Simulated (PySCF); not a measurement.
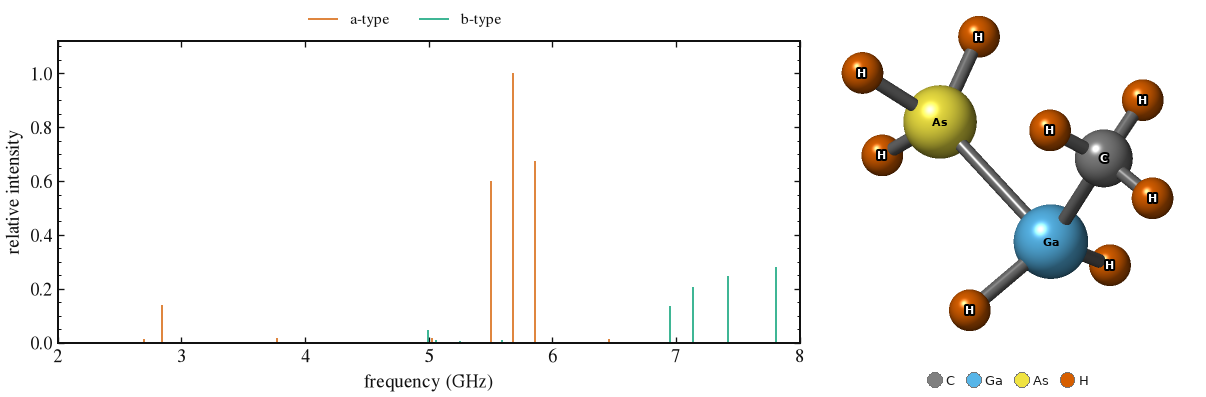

CH₈AsGa, singlet. Simulated rotational absorption lines between 2 and 8 GHz at 2 K: rigid rotor with the equilibrium constants and dipole of one optimised conformer (PBE0-D3(BJ)/def2-SVP, PySCF 2.14.0), commonest isotopes; no centrifugal distortion, hyperfine structure, internal rotation or nuclear-spin weights; lines within 1 MHz of each other are summed. Lines of different type are drawn apart.

Question: What are the rotational constants, and what kind of rotor is it?

Answer: Rotational constants A, B, C = 8.285, 1.511, 1.331 GHz; Ray's κ = −0.95, a near-prolate asymmetric top.

Question: Which dipole components drive the lines?

Answer:
|μa|, |μb|, |μc| = 3.23, 1.13, 0.01 D; a-type lines carry 72 % of the intensity in this range.

Caveats: coarse grid, loose stop and no frequency check, small forces are noise and the end may be a saddle.
